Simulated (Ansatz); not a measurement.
C₃H₁₀O₄Ti (SMILES C[O][Ti]([OH])([O]C)[O]C)

```xyz
18

C    -2.1811    1.6212   -0.2142
O    -1.2754    0.8854    0.5437
Ti    0.3296    0.1003    0.5396
O     1.3973    0.8568    1.7968
O     1.0668    0.3516   -1.0676
C     2.1489    0.8319   -1.7971
O     0.1445   -1.6464    0.8672
C    -0.7269   -2.7204    1.0119
H    -2.3000    2.6246    0.2087
H    -1.8441    1.7186   -1.2528
H    -3.1601    1.1300   -0.2125
H     1.9178    0.4309    2.4784
H     2.7047    0.0004   -2.2444
H     2.8321    1.4062   -1.1611
H     1.7978    1.4831   -2.6048
H    -0.4327   -3.3268    1.8752
H    -1.7574   -2.3794    1.1644
H    -0.6994   -3.3568    0.1204
```

Geometry: PBE0-D4/def2-TZVP.

The calculation used RKS PBE0-D4/def2-TZVPP (Ansatz 0.2.0).

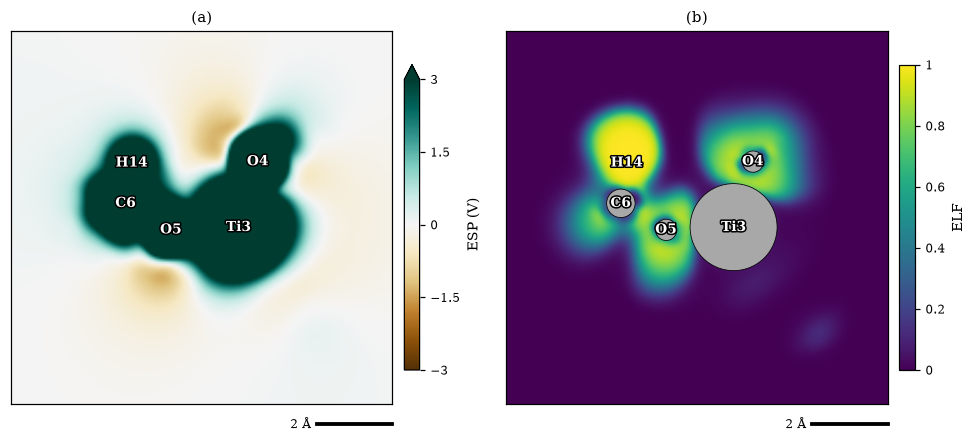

Figure 1. (a) molecular electrostatic potential; (b) electron localisation function on the plane of atoms Ti3, O5 and C6. Grey discs cover the atomic cores in the ELF map.

### Describe what can be read from this map.

- Atoms in the plane: Ti, O, C and H.
- C–O (1.39 Å): the ELF peaks at about 0.90 between the atoms (a polar covalent bond).
- Ti–O (1.79 Å): the ELF peaks at about 0.80 in the valence shell of O, 0.5 Å from its nucleus, and is about 0.25 at the midpoint.
- C–H (1.10 Å): the ELF climbs to about 1 towards the hydrogen, as it does in any bond to H: an ordinary covalent bond to hydrogen.
- Outside the dense part of the molecule the potential is most negative (−1.4 V) near O5.

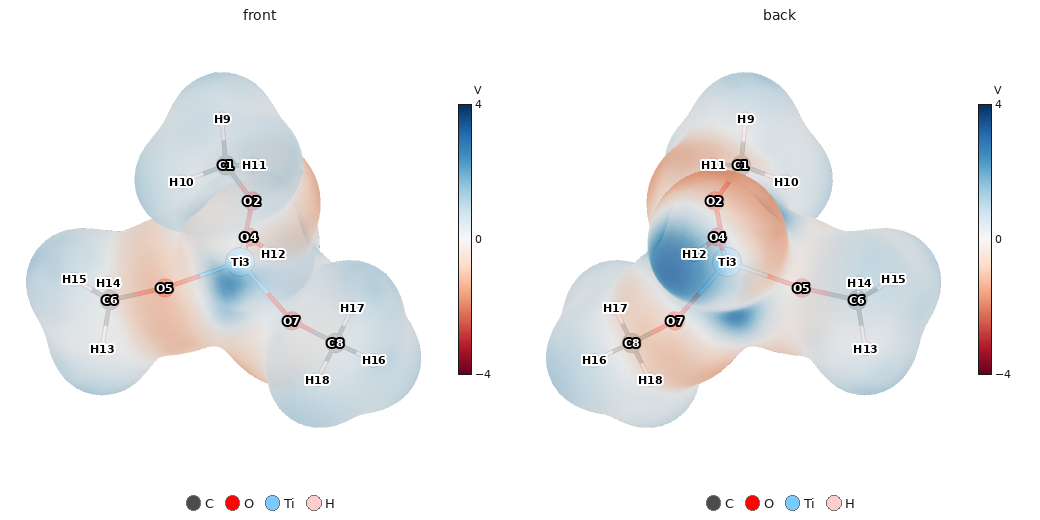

Figure 2. The electrostatic potential painted on the density surface at 0.004 e/bohr³, seen from the front and from behind; the colour scale runs from red (negative) to blue (positive).

### Which sites attract a positive test charge, and which a negative one?

A positive charge is drawn to the negative regions and a negative charge to the positive ones. The most negative region (about −1.7 V) lies over O4, the most positive (about +2.9 V) over Ti3 and H12. O4 is the likeliest acceptor of a hydrogen bond.

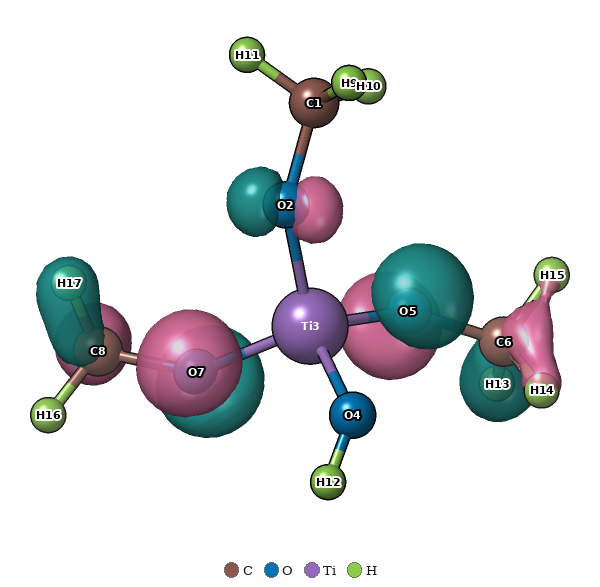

Figure 3. One frontier orbital at ±0.15 Å⁻³ᐟ² (teal and pink are the two phases), seen at an oblique angle.

### Which orbital is it: HOMO or LUMO?

The HOMO, at −7.70 eV. Its weight (Hirshfeld) is mainly on O7 (about 30 %), O5 (about 30 %), C8 (about 5 %) and C6 (about 5 %).
